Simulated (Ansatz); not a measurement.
**CH₄FGaOS: geometry and vibrations**

What shape does CH₄FGaOS take? The plan is to relax it, check the end point by its vibrations and derive ideal-gas thermochemistry, and look at its orbitals and charge.

The runs use Ansatz 0.2.0, Gaussian basis; RKS PBE0-D4/def2-TZVP.

Plan: relaxation at PBE0-D4/def2-TZVP; harmonic vibrations at the same level; a single point in def2-TZVPP for the fields.

### Step 1. Where the work starts

SMILES `C[S][Ga]([OH])[F]`, 9 atoms, charge 0, spin multiplicity 1.

Atoms are counted from 1 here; the program's logs count them from 0.

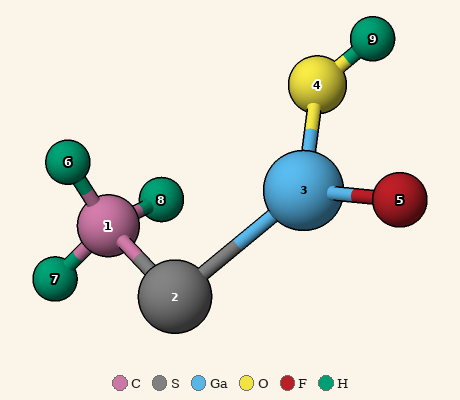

Start geometry, drawn with carbon pink, sulfur grey, gallium blue, oxygen yellow, fluorine red, hydrogen teal; atoms are numbered from 1 in the order of the file.

Geometry (Å):

```xyz
9
CH4FGaOS
C     1.3860    0.2203    0.9358
S     0.7267    1.4993   -0.2023
Ga   -1.0457    0.3816   -0.9378
O    -1.2855   -1.2917   -0.4669
F    -2.3150    0.9966   -2.0096
H     0.7963    0.1967    1.8481
H     2.4043    0.5243    1.1579
H     1.3831   -0.7529    0.4541
H    -2.0501   -1.7744   -0.7793
```

The start is a GFN2-xTB geometry.

### Step 2. Geometry optimisation, PBE0-D4/def2-TZVP

The input, in.yaml:

```yaml
crystal:
  periodic: [false, false, false]
  atoms:
    - {symbol: C, position_ang: [1.385950, 0.220350, 0.935770]}
    - {symbol: S, position_ang: [0.726660, 1.499330, -0.202300]}
    - {symbol: Ga, position_ang: [-1.045740, 0.381550, -0.937790]}
    - {symbol: O, position_ang: [-1.285480, -1.291670, -0.466860]}
    - {symbol: F, position_ang: [-2.315000, 0.996600, -2.009570]}
    - {symbol: H, position_ang: [0.796330, 0.196740, 1.848070]}
    - {symbol: H, position_ang: [2.404260, 0.524350, 1.157890]}
    - {symbol: H, position_ang: [1.383100, -0.752890, 0.454120]}
    - {symbol: H, position_ang: [-2.050070, -1.774350, -0.779330]}
basis:
  gaussian: {orbitals: def2-TZVP}
hamiltonian: {xc: pbe0, dispersion: d4}
relax: {f_tol: 0.005, max_steps: 150}
```

On the command line:

```bash
> ansatz run in.yaml --threads 4 --pin off --events-out ev --progress --plain --max-ram 10444MiB
```

The log of the run (excerpt; [...] marks lines left out):

```text
Functional definition: PBE0
  name "PBE0"
  cite "Adamo & Barone, J. Chem. Phys. 110, 6158 (1999) doi:10.1063/1.478522"
  cite "Perdew, Burke & Ernzerhof, Phys. Rev. Lett. 77, 3865 (1996) doi:10.1103/PhysRevLett.77.3865"
  parent pbe
[...]
1347 factors; their error is unknown
[...]
mean field -69068.66809235 eV, -2538.2267359692 hartree, gradient 4.0e-5 eV, S^2 0.000000; 0 other end points of the search recorded, 0 dependent functions left out
[...]
reference -69068.66812209 eV, -2538.2267370620 hartree; 37, 37 occupied and 165, 165 virtual orbitals, 1347 factors
relax step   1: F+E_penalty+E_count = -69068.84072584 eV  Δ(F+E_penalty+E_count) = +0.000e0 eV  max|allowed force component| = 7.528e-1 eV/Å  Δτ_max = 0.0000 Å  (29 SCF iters, accepted)
[...]
relax step   7: F+E_penalty+E_count = -69068.90617092 eV  Δ(F+E_penalty+E_count) = -1.882e-4 eV  max|allowed force component| = 5.754e-3 eV/Å  Δτ_max = 0.0146 Å  (33 SCF iters, accepted)
[...]
relax step  13: F+E_penalty+E_count = -69068.90630977 eV  Δ(F+E_penalty+E_count) = -4.352e-5 eV  max|allowed force component| = 9.679e-3 eV/Å  Δτ_max = 0.0181 Å  (32 SCF iters, accepted)
[...]
relax step  19: F+E_penalty+E_count = -69068.90647925 eV  Δ(F+E_penalty+E_count) = -3.472e-5 eV  max|allowed force component| = 9.485e-3 eV/Å  Δτ_max = 0.0208 Å  (32 SCF iters, accepted)
[...]
relax step  23: F+E_penalty+E_count = -69068.90652373 eV  Δ(F+E_penalty+E_count) = -1.109e-6 eV  max|allowed force component| = 5.050e-3 eV/Å  Δτ_max = 0.0190 Å  (32 SCF iters, accepted)
[...]
relax step  24: F+E_penalty+E_count = -69068.90652891 eV  Δ(F+E_penalty+E_count) = -5.175e-6 eV  max|allowed force component| = 1.786e-3 eV/Å  Δτ_max = 0.0019 Å  (34 SCF iters, accepted)
1347 factors; their error is unknown
[...]
mean field -69068.73338118 eV, -2538.2291352892 hartree, gradient 1.7e-5 eV, S^2 0.000000; 1 other end points of the search recorded, 0 dependent functions left out
[...]
reference -69068.73341103 eV, -2538.2291363865 hartree; 37, 37 occupied and 165, 165 virtual orbitals, 1347 factors
Total energy: -69068.90655877 eV, -2538.2354994484 hartree
Atom 0 at     1.410656     0.221788     0.897022 Å, force     0.001512    -0.000534     0.000225 eV/Å
Atom 1 at     0.676339     1.449776    -0.234361 Å, force    -0.001181     0.000676    -0.000285 eV/Å
Atom 2 at    -1.048167     0.332879    -0.911686 Å, force     0.001405    -0.000663     0.000018 eV/Å
Atom 3 at    -1.391647    -1.314370    -0.345328 Å, force    -0.000758    -0.000432     0.000220 eV/Å
Atom 4 at    -2.188507     1.008080    -2.056797 Å, force    -0.000415     0.000320    -0.000265 eV/Å
Atom 5 at     0.734141    -0.018259     1.714419 Å, force     0.001091    -0.000272    -0.001086 eV/Å
Atom 6 at     2.307750     0.689888     1.301073 Å, force    -0.001786    -0.001543    -0.000782 eV/Å
Atom 7 at     1.689360    -0.687332     0.368527 Å, force    -0.000526     0.001675     0.001763 eV/Å
Atom 8 at    -2.189916    -1.682440    -0.732868 Å, force     0.000658     0.000775     0.000192 eV/Å
Dipole moment:     0.213959    -0.281342     0.291841 e Å
```

It took 50 s on 4 threads of Intel Xeon 6975P-C, shared host; peak memory 0.63 GiB.

The steps of the relaxation:

| step | energy from step 1 (eV) | largest force component (eV/Å) |
| --- | --- | --- |
| 1 | 0.0000 | 0.7528 |
| 2 | -0.0495 | 0.3516 |
| 3 | -0.0529 | 0.4723 |
| 4 | -0.0633 | 0.2243 |
| 5 | -0.0646 | 0.1351 |
| 6 | -0.0653 | 0.0555 |
| 7 | -0.0654 | 0.0058 |
| 8 | -0.0655 | 0.0022 |
| 9 | -0.0654 | 0.0617 |
| 10 | -0.0655 | 0.0469 |
| 11 | -0.0655 | 0.0040 |
| 12 | -0.0649 | 0.1190 |
| 13 | -0.0656 | 0.0097 |
| 14 | -0.0654 | 0.0329 |
| 15 | -0.0656 | 0.0078 |
| 16 | -0.0657 | 0.0111 |
| 17 | -0.0657 | 0.0234 |
| 18 | -0.0657 | 0.0179 |
| 19 | -0.0658 | 0.0095 |
| 20 | -0.0658 | 0.0153 |
| 21 | -0.0658 | 0.0069 |
| 22 | -0.0658 | 0.0043 |
| 23 | -0.0658 | 0.0050 |
| 24 | -0.0658 | 0.0018 |

The force was under the threshold of 0.005 eV/Å already at step 8, but the program went on to step 24.

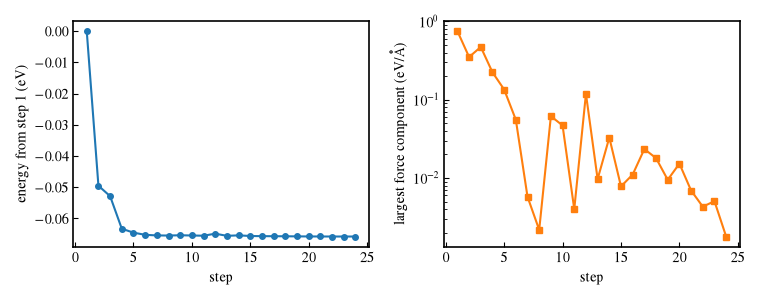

Energy and force, step by step.

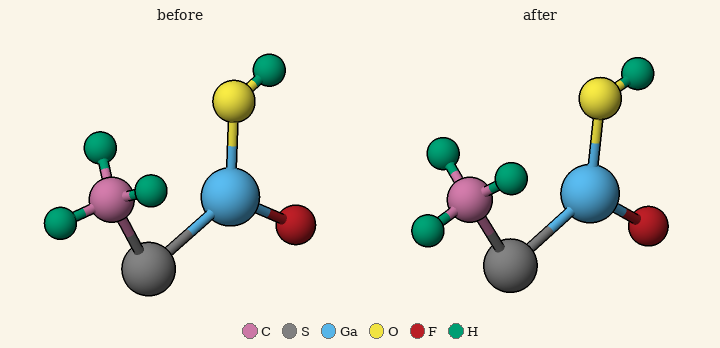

The geometry before (left) and after (right).

Close pairs (by a distance rule), those that changed most:

| bond | before (Å) | after (Å) | change (Å) |
| --- | --- | --- | --- |
| S2–Ga3 | 2.221 | 2.163 | -0.057 |
| Ga3–O4 | 1.755 | 1.775 | +0.021 |
| Ga3–F5 | 1.771 | 1.751 | -0.020 |
| C1–S2 | 1.835 | 1.824 | -0.011 |
| O4–H9 | 0.957 | 0.961 | +0.004 |
| C1–H7 | 1.086 | 1.090 | +0.004 |
| C1–H8 | 1.086 | 1.088 | +0.002 |
| C1–H6 | 1.087 | 1.088 | +0.001 |

Mulliken charges of the relaxed molecule (report file):

| atom | value (e) |
| --- | --- |
| C1 | -0.35 |
| S2 | -0.19 |
| Ga3 | 0.67 |
| O4 | -0.55 |
| F5 | -0.38 |
| H6 | 0.16 |
| H7 | 0.16 |
| H8 | 0.16 |
| H9 | 0.32 |

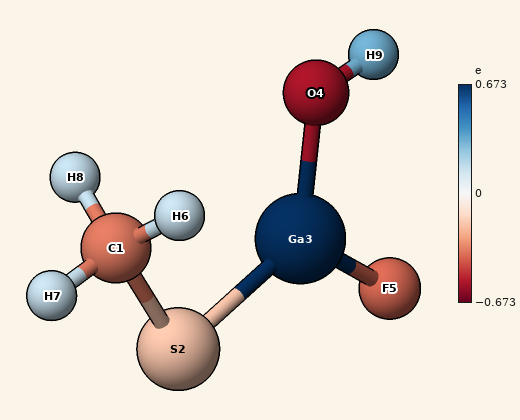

Mulliken charges of the relaxed molecule (report file), as colours on the atoms.

### Step 3. Vibrations by finite differences

The input, in.yaml:

```yaml
crystal:
  periodic: [false, false, false]
  atoms:
    - {symbol: C, position_ang: [1.410656, 0.221788, 0.897022]}
    - {symbol: S, position_ang: [0.676339, 1.449776, -0.234361]}
    - {symbol: Ga, position_ang: [-1.048167, 0.332879, -0.911686]}
    - {symbol: O, position_ang: [-1.391647, -1.314370, -0.345328]}
    - {symbol: F, position_ang: [-2.188507, 1.008080, -2.056797]}
    - {symbol: H, position_ang: [0.734141, -0.018259, 1.714419]}
    - {symbol: H, position_ang: [2.307750, 0.689888, 1.301073]}
    - {symbol: H, position_ang: [1.689360, -0.687332, 0.368527]}
    - {symbol: H, position_ang: [-2.189916, -1.682440, -0.732868]}
basis:
  gaussian: {orbitals: def2-TZVP}
hamiltonian: {xc: pbe0, dispersion: d4}
phonons: {temperatures: {t_min: 298.15, t_max: 900, t_step: 200}}
```

The command is unchanged.

The log of the run (excerpt; [...] marks lines left out):

```text
Functional definition: PBE0
  name "PBE0"
  cite "Adamo & Barone, J. Chem. Phys. 110, 6158 (1999) doi:10.1063/1.478522"
  cite "Perdew, Burke & Ernzerhof, Phys. Rev. Lett. 77, 3865 (1996) doi:10.1103/PhysRevLett.77.3865"
  parent pbe
[...]
1347 factors; their error is unknown
[...]
mean field -69068.73338136 eV, -2538.2291352959 hartree, gradient 3.9e-5 eV, S^2 0.000000; 0 other end points of the search recorded, 0 dependent functions left out
[...]
reference -69068.73341118 eV, -2538.2291363917 hartree; 37, 37 occupied and 165, 165 virtual orbitals, 1347 factors
[...]
1347 factors; their error is unknown
mean field -69068.73324961 eV, -2538.2291304542 hartree, gradient 1.5e-6 eV, S^2 0.000000; 0 other end points of the search recorded, 0 dependent functions left out
[...]
reference -69068.73327942 eV, -2538.2291315499 hartree; 37, 37 occupied and 165, 165 virtual orbitals, 1347 factors
[...]
Atom 1 at     0.676339     1.449776    -0.234361 Å, force    -0.001190     0.000710    -0.000258 eV/Å
Atom 2 at    -1.048167     0.332879    -0.911686 Å, force     0.001402    -0.000708    -0.000011 eV/Å
Atom 3 at    -1.391647    -1.314370    -0.345328 Å, force    -0.000732    -0.000396     0.000226 eV/Å
Atom 4 at    -2.188507     1.008080    -2.056797 Å, force    -0.000413     0.000324    -0.000268 eV/Å
Atom 5 at     0.734141    -0.018259     1.714419 Å, force     0.001101    -0.000255    -0.001076 eV/Å
Atom 6 at     2.307750     0.689888     1.301073 Å, force    -0.001793    -0.001549    -0.000786 eV/Å
Atom 7 at     1.689360    -0.687332     0.368527 Å, force    -0.000540     0.001654     0.001742 eV/Å
Atom 8 at    -2.189916    -1.682440    -0.732868 Å, force     0.000641     0.000763     0.000194 eV/Å
Dipole moment:     0.213960    -0.281342     0.291841 e Å
Vibrations: 40.58 82.67 92.90 178.40 178.50 207.24 355.17 429.32 677.67 711.98 719.26 852.59 974.46 989.20 1355.64 1468.39 1471.64 3078.43 3170.06 3178.93 3889.98 cm⁻¹, zero-point energy 1.494195 eV
```

It took 88 s on 4 threads of Intel Xeon 6975P-C, shared host; peak memory 0.63 GiB.

Motions are named by where the mode's potential energy lies. Wavenumbers, unscaled:

| mode | cm⁻¹ | motion |
| --- | --- | --- |
| 1 | 41 | torsion |
| 2 | 83 | torsion |
| 3 | 93 | bend |
| 4 | 178 | bend |
| 5 | 178 | torsion with out-of-plane bend |
| 6 | 207 | bend |
| 7 | 355 | torsion |
| 8 | 429 | Ga–S stretch |
| 9 | 678 | Ga–F stretch |
| 10 | 712 | C–S and Ga–O stretch |
| 11 | 719 | C–S and Ga–O stretch |
| 12 | 853 | bend |
| 13 | 974 | bend |
| 14 | 989 | bend |
| 15 | 1356 | bend |
| 16 | 1468 | bend |
| 17 | 1472 | bend |
| 18 | 3078 | C–H stretch |
| 19 | 3170 | C–H stretch |
| 20 | 3179 | C–H stretch |
| 21 | 3890 | O–H stretch |

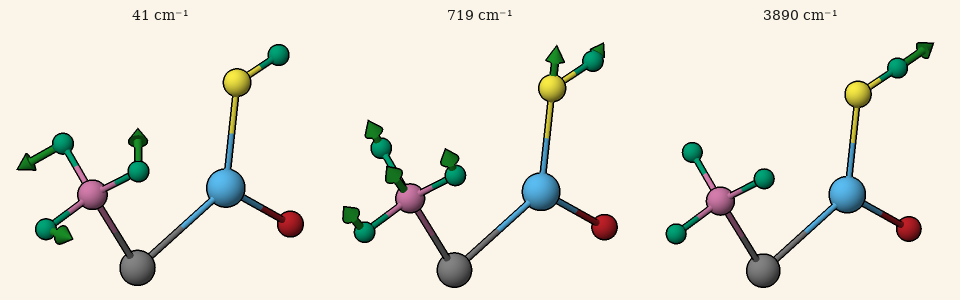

How the atoms move in 3 of the modes.

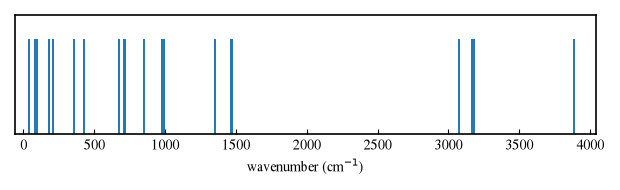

The harmonic wavenumbers as sticks (no intensities were computed).

From these modes and the moments of inertia (298.15 K, 1 bar, symmetry number 1):

| term | value |
| --- | --- |
| zero-point energy | 34.5 kcal/mol |
| H(298) − E | 40.1 kcal/mol |
| entropy, translation | 171.6 J/(mol K) |
| entropy, rotation | 115.8 J/(mol K) |
| entropy, vibration | 95.2 J/(mol K) |
| entropy, total | 382.6 J/(mol K) |

### Step 4. Fields at the relaxed geometry

in.yaml: that of step 3 with these lines changed.

```diff
@@ -13,4 +13,4 @@
 basis:
-  gaussian: {orbitals: def2-TZVP}
+  gaussian: {orbitals: def2-TZVPP}
 hamiltonian: {xc: pbe0, dispersion: d4}
-phonons: {temperatures: {t_min: 298.15, t_max: 900, t_step: 200}}
+output: {orbitals: {seedname: orbitals}}
```

The command is unchanged.

The log of the run:

```text
Functional definition: PBE0
  name "PBE0"
  cite "Adamo & Barone, J. Chem. Phys. 110, 6158 (1999) doi:10.1063/1.478522"
  cite "Perdew, Burke & Ernzerhof, Phys. Rev. Lett. 77, 3865 (1996) doi:10.1103/PhysRevLett.77.3865"
  parent pbe
  parameter a = 0.25
  parameter kappa = 0.804
  parameter beta = 0.06672455060314922
  exchange = (1 - a)*pbe_x(kappa = kappa, mu = beta*pi^2/3) + a*exact_x
  correlation = pbe_c(beta = beta)
1451 factors; their error is unknown
mean field evaluation 1: about -69057.8914 eV, gradient 8.0e1 eV
mean field evaluation 2: about -69031.5664 eV, gradient 1.4e2 eV
mean field evaluation 4: about -69068.4693 eV, gradient 9.0e0 eV
mean field evaluation 8: about -69068.6006 eV, gradient 2.6e-1 eV
mean field evaluation 16: about -69068.8063 eV, gradient 1.7e-4 eV
mean field -69068.80626991 eV, -2538.2318139007 hartree, gradient 2.8e-5 eV, S^2 0.000000; 0 other end points of the search recorded, 0 dependent functions left out
reference -69068.80630020 eV, -2538.2318150138 hartree; 37, 37 occupied and 202, 202 virtual orbitals, 1451 factors
Total energy: -69068.97944794 eV, -2538.2381780760 hartree
```

It took 1.8 s on 4 threads of Intel Xeon 6975P-C, shared host; peak memory 0.7 GiB.

The fields below are evaluated on a grid from the run's orbitals.

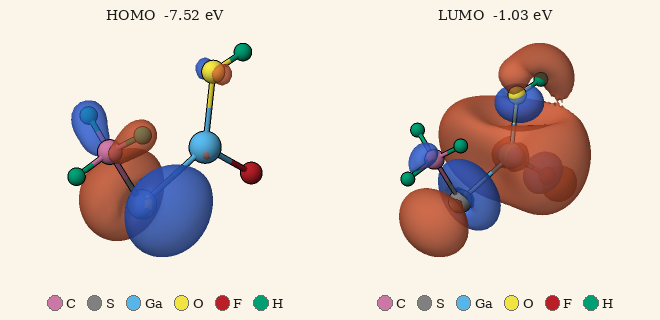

Frontier orbitals at PBE0-D4/def2-TZVPP; each surface holds 70 % of the orbital's density, blue and red mark the sign.

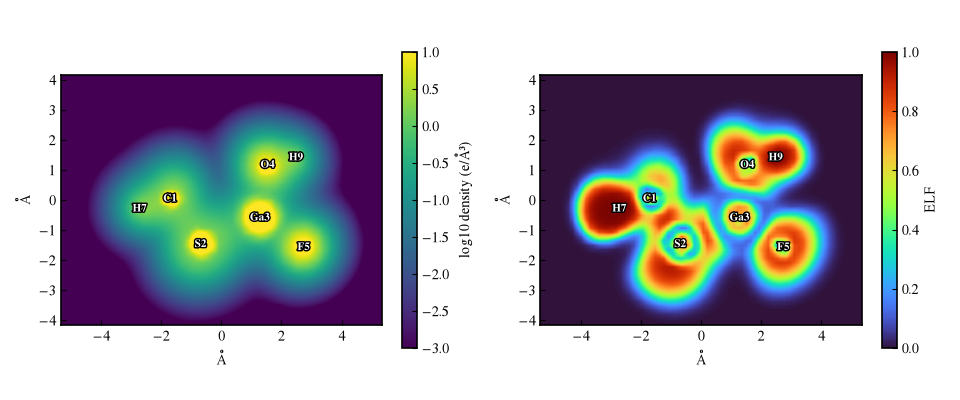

Density (left) and ELF (right) in a plane through or near 7 of the atoms.

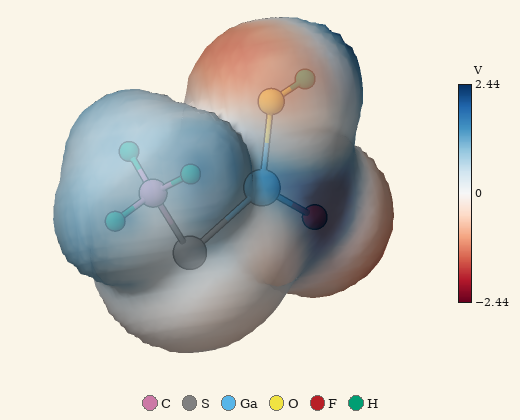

The potential that a unit positive charge feels on the 0.002 e/bohr³ surface, from -1.36 V near F5 to 2.44 V near Ga3.

### Step 5. What came out

| quantity | value |
| --- | --- |
| point group | Cs |
| steps | 24 |
| shift from the start (rms) | 0.188 Å |
| total energy | -69068.9066 eV |
| dispersion term | -173 meV |
| dipole moment | 2.20 D |
| lowest, highest wavenumber | 41, 3890 cm⁻¹ |
| zero-point energy | 34.5 kcal/mol |
| entropy at 298.15 K | 382.6 J/(mol K) |
| HOMO, LUMO | -7.52, -1.03 eV |

In words: The relaxed geometry lies 0.19 Å (rms) from the start; the bond that changed most is S2–Ga3, from 2.221 to 2.163 Å. No mode is imaginary: a true minimum at this level. The stiffest mode, 3890 cm⁻¹, is an O–H stretch, and 5 modes under 200 cm⁻¹ make the vibrational entropy uncertain. Harmonic hybrid wavenumbers usually lie a few per cent above measured fundamentals. The largest Mulliken charge, +0.67 e, sits on Ga3. The HOMO lies mostly on S2 79 % and the LUMO on Ga3 37 %; S2 19 %.
